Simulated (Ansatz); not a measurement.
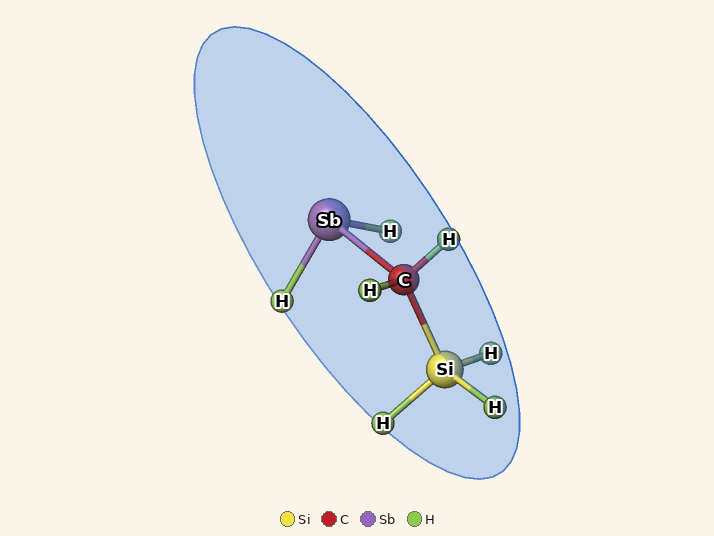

All proper rotation axes (lines) and mirror planes (discs) of the structure are drawn in. Atoms fade into the background with distance from the viewer. Computed geometry: PBE-D4/def2-SVP optimisation. No frequency run is at hand to confirm it as a minimum.

Name the symmetry elements and the point group.

Answer. It has 1 mirror plane. Point group Cs. The group has 2 operations. The geometry is achiral, and symmetry allows a dipole moment.
